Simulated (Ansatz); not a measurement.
Base system: Cs2AgBiBr6 (space group Fm-3m, No. 225; a = 11.1874 Å). Axes: x, y, z lie along the cube axes.

It is then changed as follows: the cell is stretched by 1.50 % along z with no lateral relaxation, atoms relaxed at fixed cell.

Method: Ansatz (a first-principles code) PBEsol, no SOC.

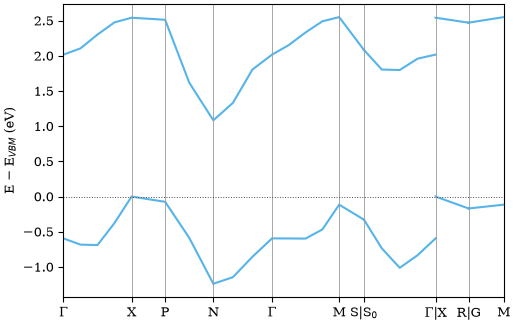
Fig. 1. Highest valence and lowest conduction band along the path of the changed cell's own zone

The gap is 1.08 eV, indirect, X → N; the base has 1.10 eV.

Spin-orbit coupling, missing from the scalar runs, can matter with Bi. The cells carry an imposed strain or load. No phonon test of stability was made. k-point labels follow each cell's own Brillouin zone.
